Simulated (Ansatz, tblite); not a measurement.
**MoNF3: one state, many levels**

Aim: run the singlet of MoNF3 at one geometry on many levels, and compare frontier levels, spin and run time.

The runs use Ansatz 0.2.0, Gaussian basis; as each input shows.

Plan: GFN1-xTB, GFN2-xTB, PBE-D4/def2-TZVP, r2SCAN-D4/def2-TZVP, revPBE-D4/def2-TZVP, ωB97M-V/def2-TZVP, B97M-V/def2-TZVP, PBE-QIDH/def2-TZVP, LC-ωPBE/def2-TZVP, HSE06-D4/def2-TZVP, r2SCANh-D4/def2-TZVP, PBE-D4/def2-SVP, PBE0-D4/def2-SVP, PBE0-D4/def2-TZVPD, PBE-D4/def2-TZVPD, r2SCAN-D4/def2-TZVPD, CCSD(T)/def2-TZVPP, MP2/def2-TZVP, RPA/def2-TZVP.

1 further run of the same task is left out (set aside as unsound or not needed).

### Step 1. The structure

The geometry is that of the singlet, from an earlier relaxation (PBE-D4/def2-SVP).

5 atoms, charge 0, spin multiplicity 1.

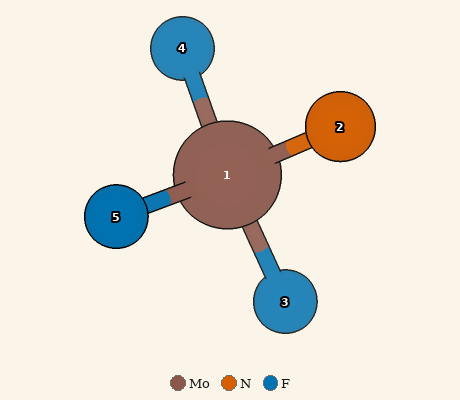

The geometry (molybdenum brown, nitrogen orange, fluorine blue); atoms are numbered from 1 in the order of the file.

Formally the metal is d0. Mo takes a core potential in the def2 sets. No spin-orbit coupling is included.

PBE0-D4/def2-TZVP was run before; its log isn't repeated, and its numbers join the tables.

### Step 2. GFN1-xTB

Tight binding, by tblite at 300 K electronic temperature and without a spin-polarisation term:

```python
tblite.interface.Calculator('GFN1-xTB', numbers, positions, charge=0, uhf=0).singlepoint()
```

Energy -565.2109 eV, HOMO -12.42 eV, LUMO -9.25 eV; 0.003 s.

### Step 3. GFN2-xTB

Tight binding, by tblite at 300 K electronic temperature and without a spin-polarisation term:

```python
tblite.interface.Calculator('GFN2-xTB', numbers, positions, charge=0, uhf=0).singlepoint()
```

Energy -523.2356 eV, HOMO -11.22 eV, LUMO -10.11 eV; 0.003 s.

### Step 4. PBE-D4/def2-TZVP

start.molden holds the orbitals of an earlier run on this state, given as this run's starting guess.

in.yaml

```yaml
crystal:
  periodic: [false, false, false]
  atoms:
    - {symbol: Mo, position_ang: [-0.000219, 0.000419, -0.043845]}
    - {symbol: N, position_ang: [0.008154, -0.015379, 1.596866]}
    - {symbol: F, position_ang: [1.788708, 0.009382, -0.526794]}
    - {symbol: F, position_ang: [-0.902039, 1.554087, -0.498164]}
    - {symbol: F, position_ang: [-0.894604, -1.548508, -0.528062]}
basis:
  gaussian: {orbitals: def2-TZVP, initial_orbitals: start.molden}
hamiltonian: {xc: pbe, dispersion: d4}
scf: {omitted_lower_state_checks: [starts]}
output: {orbitals: {seedname: orbitals}}
```

The run is started by

```bash
$ ansatz run in.yaml --threads 4 --pin off --events-out ev --progress --plain --max-ram 3916MiB
```

Standard output:

```text
Functional definition: PBE
  name "PBE"
  cite "Perdew, Burke & Ernzerhof, Phys. Rev. Lett. 77, 3865 (1996) doi:10.1103/PhysRevLett.77.3865"
  parent pbe
  parameter kappa = 0.804
  parameter beta = 0.06672455060314922
  exchange = pbe_x(kappa = kappa, mu = beta*pi^2/3)
  correlation = pbe_c(beta = beta)
these checks for a lower state are left out or cut short: starts
931 factors; their error is unknown
mean field evaluation 1: about -11497.1219 eV, gradient 1.1e1 eV
mean field evaluation 2: about -11497.3116 eV, gradient 2.1e-1 eV
mean field evaluation 4: about -11497.3052 eV, gradient 2.6e-4 eV
mean field -11497.30517390 eV, -422.5181719874 hartree, gradient 8.5e-6 eV, S^2 0.000000; 0 other end points of the search recorded, 0 dependent functions left out
reference -11497.30523478 eV, -422.5181742248 hartree; 24, 24 occupied and 140, 140 virtual orbitals, 931 factors
Total energy: -11497.41660361 eV, -422.5222669536 hartree
Checks for a lower state left out: starts
```

Wall time 2 s (4 threads of Arm Neoverse V1, shared host).

From the report: HOMO -8.31 eV, LUMO -4.20 eV.

### Step 5. r2SCAN-D4/def2-TZVP

in.yaml, as its differences from that of step 4:

```diff
@@ -10,3 +10,3 @@
   gaussian: {orbitals: def2-TZVP, initial_orbitals: start.molden}
-hamiltonian: {xc: pbe, dispersion: d4}
+hamiltonian: {xc: r2scan, dispersion: d4}
 scf: {omitted_lower_state_checks: [starts]}
```

Same command.

Standard output:

```text
Functional definition: r2SCAN
  name "r2SCAN"
  cite "Furness, Kaplan, Ning, Perdew & Sun, J. Phys. Chem. Lett. 11, 8208 (2020) doi:10.1021/acs.jpclett.0c02405"
  cite "Furness, Kaplan, Ning, Perdew & Sun, J. Phys. Chem. Lett. 11, 9248 (2020) doi:10.1021/acs.jpclett.0c03077"
  parent r2scan
  parameter k0 = 0.174
  parameter k1 = 0.065
  parameter a1 = 4.9479
  exchange = r2scan_x(k0 = k0, k1 = k1, a1 = a1)
  correlation = r2scan_c
these checks for a lower state are left out or cut short: starts
931 factors; their error is unknown
mean field evaluation 1: about -11502.3453 eV, gradient 5.9e0 eV
mean field evaluation 2: about -11502.4118 eV, gradient 8.6e-2 eV
mean field evaluation 4: about -11502.4055 eV, gradient 7.4e-5 eV
mean field -11502.40551420 eV, -422.7056060365 hartree, gradient 1.9e-5 eV, S^2 0.000000; 0 other end points of the search recorded, 0 dependent functions left out
reference -11502.40553112 eV, -422.7056066583 hartree; 24, 24 occupied and 140, 140 virtual orbitals, 931 factors
Total energy: -11502.43065272 eV, -422.7065298600 hartree
Checks for a lower state left out: starts
```

Wall time 3.6 s (4 threads of Arm Neoverse V1, shared host).

From the report: HOMO -8.72 eV, LUMO -4.20 eV.

### Step 6. revPBE-D4/def2-TZVP

in.yaml, as its differences from that of step 5:

```diff
@@ -10,4 +10,4 @@
   gaussian: {orbitals: def2-TZVP, initial_orbitals: start.molden}
-hamiltonian: {xc: r2scan, dispersion: d4}
+hamiltonian: {xc: {name: revPBE}, dispersion: d4}
 scf: {omitted_lower_state_checks: [starts]}
-output: {orbitals: {seedname: orbitals}}
+output: {forces: true, orbitals: {seedname: orbitals}}
```

Same command.

Standard output (excerpt; [...] marks lines left out):

```text
Functional definition: revPBE
  name "revPBE"
  cite "Zhang & Yang, Phys. Rev. Lett. 80, 890 (1998) doi:10.1103/PhysRevLett.80.890"
  cite "Perdew, Burke & Ernzerhof, Phys. Rev. Lett. 77, 3865 (1996) doi:10.1103/PhysRevLett.77.3865"
[...]
931 factors; their error is unknown
[...]
mean field -11504.09850371 eV, -422.7678222533 hartree, gradient 1.8e-5 eV, S^2 0.000000; 0 other end points of the search recorded, 0 dependent functions left out
[...]
reference -11504.09858326 eV, -422.7678251767 hartree; 24, 24 occupied and 140, 140 virtual orbitals, 931 factors
Total energy: -11504.41242638 eV, -422.7793586985 hartree
Atom 0 at    -0.000219     0.000419    -0.043845 Å, force     0.000118    -0.000309     0.035153 eV/Å
Atom 1 at     0.008154    -0.015379     1.596866 Å, force     0.001145    -0.002037     0.213687 eV/Å
Atom 2 at     1.788708     0.009382    -0.526794 Å, force     0.247766     0.001386    -0.084179 eV/Å
Atom 3 at    -0.902039     1.554087    -0.498164 Å, force    -0.125033     0.215438    -0.080241 eV/Å
Atom 4 at    -0.894604    -1.548508    -0.528062 Å, force    -0.123996    -0.214478    -0.084421 eV/Å
Dipole moment:    -0.001568     0.002955    -0.307628 e Å
Checks for a lower state left out: starts
```

It took 1.8 s on 4 threads of Arm Neoverse V1, shared host.

From the report: HOMO -8.22 eV, LUMO -4.07 eV.

### Step 7. ωB97M-V/def2-TZVP

in.yaml, as its differences from that of step 6:

```diff
@@ -10,4 +10,4 @@
   gaussian: {orbitals: def2-TZVP, initial_orbitals: start.molden}
-hamiltonian: {xc: {name: revPBE}, dispersion: d4}
+hamiltonian: {xc: {name: wB97M-V}}
 scf: {omitted_lower_state_checks: [starts]}
-output: {forces: true, orbitals: {seedname: orbitals}}
+output: {orbitals: {seedname: orbitals}}
```

Launched as before.

Standard output (excerpt; [...] marks lines left out):

```text
Functional definition: wB97M-V
  name "wB97M-V"
  cite "Mardirossian & Head-Gordon, J. Chem. Phys. 144, 214110 (2016) doi:10.1063/1.4952647"
  cite "Becke, J. Chem. Phys. 107, 8554 (1997) doi:10.1063/1.475007"
  cite "Vydrov & Van Voorhis, J. Chem. Phys. 133, 244103 (2010) doi:10.1063/1.3521275"
  # Of w^i u^j: cxij and so on, Table III.
[...]
  gx(w, u) = 1 - cx + cx01*u + cx10*w
  gss(w, u) = css00 + css04*u^4 + css10*w + css20*w^2 + css43*w^4*u^3
  gos(w, u) = cos00 + cos10*w + (cos20 + cos21*u)*w^2 + (cos60 + cos61*u)*w^6
[...]
      + integral(e_c_pw_mod_opposite_spin*gos(b97_w_opposite, b97_u_opposite)) + vv10(b, c)
[...]
958 factors; their error is unknown
195 factors; integrals over basis functions are off by at most 9.8e-6 eV
[...]
mean field -11499.88645777 eV, -422.6130324201 hartree, gradient 1.2e-5 eV, S^2 0.000000; 0 other end points of the search recorded, 0 dependent functions left out
reference -11499.88652580 eV, -422.6130349202 hartree; 24, 24 occupied and 140, 140 virtual orbitals, 958 factors
Total energy: -11499.88652580 eV, -422.6130349202 hartree
Checks for a lower state left out: starts
```

Run time: 7 s. Hardware: 4 threads of Arm Neoverse V1, shared host.

Report: HOMO -12.37 eV, LUMO -1.11 eV.

### Step 8. B97M-V/def2-TZVP

in.yaml, as its differences from that of step 7:

```diff
@@ -10,3 +10,3 @@
   gaussian: {orbitals: def2-TZVP, initial_orbitals: start.molden}
-hamiltonian: {xc: {name: wB97M-V}}
+hamiltonian: {xc: {name: B97M-V}}
 scf: {omitted_lower_state_checks: [starts]}
```

Launched as before.

Standard output (excerpt; [...] marks lines left out):

```text
Functional definition: B97M-V
  name "B97M-V"
  cite "Mardirossian & Head-Gordon, J. Chem. Phys. 142, 074111 (2015) doi:10.1063/1.4907719"
  cite "Becke, J. Chem. Phys. 107, 8554 (1997) doi:10.1063/1.475007"
  cite "Vydrov & Van Voorhis, J. Chem. Phys. 133, 244103 (2010) doi:10.1063/1.3521275"
  # Of w^i u^j: cxij and so on, Table III.
[...]
  gx(w, u) = cx00 + cx01*u + cx02*u^2 + (cx10 + cx11*u)*w
  gss(w, u) = css00 + css02*u^2 + css10*w + (css32*w^3 + css42*w^4)*u^2
  gos(w, u) = cos00 + cos01*u + cos03*u^3 + cos10*w + cos32*w^3*u^2
[...]
      + integral(e_c_pw_mod_opposite_spin*gos(b97_w_opposite, b97_u_opposite)) + vv10(b, c)
[...]
931 factors; their error is unknown
[...]
mean field -11502.13999506 eV, -422.6958483878 hartree, gradient 5.4e-5 eV, S^2 0.000000; 0 other end points of the search recorded, 0 dependent functions left out
reference -11502.14007627 eV, -422.6958513725 hartree; 24, 24 occupied and 140, 140 virtual orbitals, 931 factors
Total energy: -11502.14007627 eV, -422.6958513725 hartree
Checks for a lower state left out: starts
```

It took 4.8 s on 4 threads of Arm Neoverse V1, shared host.

HOMO -8.77 eV, LUMO -4.17 eV.

### Step 9. PBE-QIDH/def2-TZVP

in.yaml, as its differences from that of step 8:

```diff
@@ -10,4 +10,3 @@
   gaussian: {orbitals: def2-TZVP, initial_orbitals: start.molden}
-hamiltonian: {xc: {name: B97M-V}}
+hamiltonian: {xc: {name: PBE-QIDH}}
 scf: {omitted_lower_state_checks: [starts]}
-output: {orbitals: {seedname: orbitals}}
```

Launched as before.

Standard output (excerpt; [...] marks lines left out):

```text
Functional definition: PBE-QIDH
  name "PBE-QIDH"
  cite "Brémond, Sancho-García, Pérez-Jiménez & Adamo, J. Chem. Phys. 141, 031101 (2014) doi:10.1063/1.4890314"
  cite "Perdew, Burke & Ernzerhof, Phys. Rev. Lett. 77, 3865 (1996) doi:10.1103/PhysRevLett.77.3865"
[...]
1172 factors; integrals over basis functions are off by at most 1.0e-3 eV
[...]
mean field -11476.13974430 eV, -421.7403567963 hartree, gradient 2.7e-6 eV, S^2 0.000000; 0 other end points of the search recorded, 0 dependent functions left out
4 core orbitals not correlated: weight in the atoms' cores, before any rotation towards them, 1.000 or more for the frozen orbitals, at most 0.000 for the correlated occupied ones
reference -11476.13975712 eV, -421.7403572671 hartree; 20, 20 occupied and 140, 140 virtual orbitals, 1172 factors
second order -46.23571244 eV of doubles, -0.00000000 eV of singles
Total energy: -11491.55166126 eV, -422.3067342979 hartree
Checks for a lower state left out: starts
```

Wall time 3.9 s (4 threads of Arm Neoverse V1, shared host).

### Step 10. LC-ωPBE/def2-TZVP

in.yaml, as its differences from that of step 9:

```diff
@@ -10,3 +10,4 @@
   gaussian: {orbitals: def2-TZVP, initial_orbitals: start.molden}
-hamiltonian: {xc: {name: PBE-QIDH}}
+hamiltonian: {xc: {name: LC-wPBE}}
 scf: {omitted_lower_state_checks: [starts]}
+output: {orbitals: {seedname: orbitals}}
```

Same command.

Standard output (excerpt; [...] marks lines left out):

```text
Functional definition: LC-wPBE
  name "LC-wPBE"
  cite "Vydrov & Scuseria, J. Chem. Phys. 125, 234109 (2006) doi:10.1063/1.2409292"
  cite "Heyd & Scuseria, J. Chem. Phys. 120, 7274 (2004) doi:10.1063/1.1668634"
  cite "Ernzerhof & Perdew, J. Chem. Phys. 109, 3313 (1998) doi:10.1063/1.476928"
  cite "Perdew, Burke & Ernzerhof, Phys. Rev. Lett. 77, 3865 (1996) doi:10.1103/PhysRevLett.77.3865"
  parent pbe
[...]
931 factors; their error is unknown
272 factors; integrals over basis functions are off by at most 1.9e-5 eV
[...]
mean field -11499.39079484 eV, -422.5948171434 hartree, gradient 1.8e-5 eV, S^2 0.000000; 0 other end points of the search recorded, 0 dependent functions left out
reference -11499.39079485 eV, -422.5948171437 hartree; 24, 24 occupied and 140, 140 virtual orbitals, 931 factors
Total energy: -11499.39079485 eV, -422.5948171437 hartree
Checks for a lower state left out: starts
```

Wall time 2 s (4 threads of Arm Neoverse V1, shared host).

HOMO -12.81 eV, LUMO -0.98 eV.

### Step 11. HSE06-D4/def2-TZVP

in.yaml, as its differences from that of step 10:

```diff
@@ -10,3 +10,3 @@
   gaussian: {orbitals: def2-TZVP, initial_orbitals: start.molden}
-hamiltonian: {xc: {name: LC-wPBE}}
+hamiltonian: {xc: hse06, dispersion: d4}
 scf: {omitted_lower_state_checks: [starts]}
```

Launched as before.

Standard output (excerpt; [...] marks lines left out):

```text
Functional definition: HSE06
  name "HSE06"
  cite "Heyd, Scuseria & Ernzerhof, J. Chem. Phys. 118, 8207 (2003) doi:10.1063/1.1564060"
  cite "Krukau, Vydrov, Izmaylov & Scuseria, J. Chem. Phys. 125, 224106 (2006) doi:10.1063/1.2404663"
  cite "Heyd & Scuseria, J. Chem. Phys. 120, 7274 (2004) doi:10.1063/1.1668634"
  cite "Ernzerhof & Perdew, J. Chem. Phys. 109, 3313 (1998) doi:10.1063/1.476928"
  cite "Perdew, Burke & Ernzerhof, Phys. Rev. Lett. 77, 3865 (1996) doi:10.1103/PhysRevLett.77.3865"
  parent pbe
[...]
  # The whole range is PBE's own exchange, as in plane waves. The composition of these papers is wPBEh.
[...]
1001 factors; their error is unknown
73 factors; integrals over basis functions are off by at most 2.5e-6 eV
[...]
mean field -11494.62099312 eV, -422.4195301632 hartree, gradient 2.0e-5 eV, S^2 0.000000; 0 other end points of the search recorded, 0 dependent functions left out
reference -11494.62104466 eV, -422.4195320572 hartree; 24, 24 occupied and 140, 140 virtual orbitals, 1001 factors
Total energy: -11494.70824098 eV, -422.4227364629 hartree
Checks for a lower state left out: starts
```

Wall time 2.4 s (4 threads of Arm Neoverse V1, shared host).

HOMO -9.60 eV, LUMO -3.78 eV.

### Step 12. r2SCANh-D4/def2-TZVP

in.yaml, as its differences from that of step 11:

```diff
@@ -10,3 +10,3 @@
   gaussian: {orbitals: def2-TZVP, initial_orbitals: start.molden}
-hamiltonian: {xc: hse06, dispersion: d4}
+hamiltonian: {xc: {name: r2SCANh}, dispersion: d4}
 scf: {omitted_lower_state_checks: [starts]}
```

Launched as before.

Standard output (excerpt; [...] marks lines left out):

```text
Functional definition: r2SCANh
  name "r2SCANh"
  cite "Bursch, Neugebauer, Ehlert & Grimme, J. Chem. Phys. 156, 134105 (2022) doi:10.1063/5.0086040"
  cite "Furness, Kaplan, Ning, Perdew & Sun, J. Phys. Chem. Lett. 11, 8208 (2020) doi:10.1021/acs.jpclett.0c02405"
  cite "Furness, Kaplan, Ning, Perdew & Sun, J. Phys. Chem. Lett. 11, 9248 (2020) doi:10.1021/acs.jpclett.0c03077"
  parent r2scan
[...]
931 factors; their error is unknown
[...]
mean field -11500.88126503 eV, -422.6495909125 hartree, gradient 1.9e-5 eV, S^2 0.000000; 0 other end points of the search recorded, 0 dependent functions left out
reference -11500.88127990 eV, -422.6495914590 hartree; 24, 24 occupied and 140, 140 virtual orbitals, 931 factors
Total energy: -11500.90823386 eV, -422.6505819988 hartree
Checks for a lower state left out: starts
```

Wall time 3.7 s (4 threads of Arm Neoverse V1, shared host).

HOMO -9.37 eV, LUMO -3.89 eV.

### Step 13. PBE-D4/def2-SVP

in.yaml, as its differences from that of step 12:

```diff
@@ -9,4 +9,4 @@
 basis:
-  gaussian: {orbitals: def2-TZVP, initial_orbitals: start.molden}
-hamiltonian: {xc: {name: r2SCANh}, dispersion: d4}
+  gaussian: {orbitals: def2-SVP, initial_orbitals: start.molden}
+hamiltonian: {xc: pbe, dispersion: d4}
 scf: {omitted_lower_state_checks: [starts]}
```

Same command.

Standard output:

```text
Functional definition: PBE
  name "PBE"
  cite "Perdew, Burke & Ernzerhof, Phys. Rev. Lett. 77, 3865 (1996) doi:10.1103/PhysRevLett.77.3865"
  parent pbe
  parameter kappa = 0.804
  parameter beta = 0.06672455060314922
  exchange = pbe_x(kappa = kappa, mu = beta*pi^2/3)
  correlation = pbe_c(beta = beta)
these checks for a lower state are left out or cut short: starts
919 factors; their error is unknown
mean field evaluation 1: about -11484.6350 eV, gradient 1.3e1 eV
mean field evaluation 2: about -11485.0167 eV, gradient 3.0e-1 eV
mean field evaluation 4: about -11484.9744 eV, gradient 1.3e-1 eV
mean field -11484.97441147 eV, -422.0650248263 hartree, gradient 6.2e-5 eV, S^2 0.000000; 0 other end points of the search recorded, 0 dependent functions left out
reference -11484.97448167 eV, -422.0650274059 hartree; 24, 24 occupied and 63, 63 virtual orbitals, 919 factors
Total energy: -11485.08585049 eV, -422.0691201347 hartree
Checks for a lower state left out: starts
```

It took 0.8 s on 4 threads of Arm Neoverse V1, shared host.

Report: HOMO -8.18 eV, LUMO -4.09 eV.

### Step 14. PBE0-D4/def2-SVP

in.yaml, as its differences from that of step 13:

```diff
@@ -10,3 +10,3 @@
   gaussian: {orbitals: def2-SVP, initial_orbitals: start.molden}
-hamiltonian: {xc: pbe, dispersion: d4}
+hamiltonian: {xc: pbe0, dispersion: d4}
 scf: {omitted_lower_state_checks: [starts]}
```

Launched as before.

Standard output:

```text
Functional definition: PBE0
  name "PBE0"
  cite "Adamo & Barone, J. Chem. Phys. 110, 6158 (1999) doi:10.1063/1.478522"
  cite "Perdew, Burke & Ernzerhof, Phys. Rev. Lett. 77, 3865 (1996) doi:10.1103/PhysRevLett.77.3865"
  parent pbe
  parameter a = 0.25
  parameter kappa = 0.804
  parameter beta = 0.06672455060314922
  exchange = (1 - a)*pbe_x(kappa = kappa, mu = beta*pi^2/3) + a*exact_x
  correlation = pbe_c(beta = beta)
these checks for a lower state are left out or cut short: starts
958 factors; their error is unknown
mean field evaluation 1: about -11482.4235 eV, gradient 1.1e1 eV
mean field evaluation 2: about -11482.5950 eV, gradient 1.2e-1 eV
mean field evaluation 4: about -11482.6461 eV, gradient 1.1e-4 eV
mean field -11482.64606188 eV, -421.9794595571 hartree, gradient 1.2e-5 eV, S^2 0.000000; 0 other end points of the search recorded, 0 dependent functions left out
reference -11482.64611650 eV, -421.9794615644 hartree; 24, 24 occupied and 63, 63 virtual orbitals, 958 factors
Total energy: -11482.73942044 eV, -421.9828904210 hartree
Checks for a lower state left out: starts
```

It took 1.2 s on 4 threads of Arm Neoverse V1, shared host.

HOMO -9.99 eV, LUMO -3.39 eV.

### Step 15. PBE0-D4/def2-TZVPD

in.yaml, as its differences from that of step 14:

```diff
@@ -9,3 +9,3 @@
 basis:
-  gaussian: {orbitals: def2-SVP, initial_orbitals: start.molden}
+  gaussian: {orbitals: def2-TZVPD, initial_orbitals: start.molden}
 hamiltonian: {xc: pbe0, dispersion: d4}
```

Launched as before.

Standard output:

```text
Functional definition: PBE0
  name "PBE0"
  cite "Adamo & Barone, J. Chem. Phys. 110, 6158 (1999) doi:10.1063/1.478522"
  cite "Perdew, Burke & Ernzerhof, Phys. Rev. Lett. 77, 3865 (1996) doi:10.1103/PhysRevLett.77.3865"
  parent pbe
  parameter a = 0.25
  parameter kappa = 0.804
  parameter beta = 0.06672455060314922
  exchange = (1 - a)*pbe_x(kappa = kappa, mu = beta*pi^2/3) + a*exact_x
  correlation = pbe_c(beta = beta)
these checks for a lower state are left out or cut short: starts
1148 factors; their error is unknown
mean field evaluation 1: about -11494.9189 eV, gradient 7.0e0 eV
mean field evaluation 2: about -11495.0674 eV, gradient 1.7e-1 eV
mean field evaluation 4: about -11495.1641 eV, gradient 2.8e-4 eV
mean field -11495.16412467 eV, -422.4394898796 hartree, gradient 1.3e-5 eV, S^2 0.000000; 0 other end points of the search recorded, 0 dependent functions left out
reference -11495.16417755 eV, -422.4394918229 hartree; 24, 24 occupied and 173, 173 virtual orbitals, 1148 factors
Total energy: -11495.25748149 eV, -422.4429206795 hartree
Checks for a lower state left out: starts
```

It took 3.1 s on 4 threads of Arm Neoverse V1, shared host.

From the report: HOMO -9.99 eV, LUMO -3.38 eV.

### Step 16. PBE-D4/def2-TZVPD

in.yaml, as its differences from that of step 15:

```diff
@@ -10,3 +10,3 @@
   gaussian: {orbitals: def2-TZVPD, initial_orbitals: start.molden}
-hamiltonian: {xc: pbe0, dispersion: d4}
+hamiltonian: {xc: pbe, dispersion: d4}
 scf: {omitted_lower_state_checks: [starts]}
```

The command is unchanged.

Standard output:

```text
Functional definition: PBE
  name "PBE"
  cite "Perdew, Burke & Ernzerhof, Phys. Rev. Lett. 77, 3865 (1996) doi:10.1103/PhysRevLett.77.3865"
  parent pbe
  parameter kappa = 0.804
  parameter beta = 0.06672455060314922
  exchange = pbe_x(kappa = kappa, mu = beta*pi^2/3)
  correlation = pbe_c(beta = beta)
these checks for a lower state are left out or cut short: starts
1078 factors; their error is unknown
mean field evaluation 1: about -11497.1198 eV, gradient 1.3e1 eV
mean field evaluation 2: about -11497.4493 eV, gradient 3.3e-1 eV
mean field evaluation 4: about -11497.4452 eV, gradient 1.3e-1 eV
mean field -11497.44519274 eV, -422.5233175850 hartree, gradient 2.7e-5 eV, S^2 0.000000; 0 other end points of the search recorded, 0 dependent functions left out
reference -11497.44526087 eV, -422.5233200888 hartree; 24, 24 occupied and 173, 173 virtual orbitals, 1078 factors
Total energy: -11497.55662970 eV, -422.5274128176 hartree
Checks for a lower state left out: starts
```

Run time: 2 s. Hardware: 4 threads of Arm Neoverse V1, shared host.

From the report: HOMO -8.31 eV, LUMO -4.21 eV.

(Part 1 of 2 ends here.)
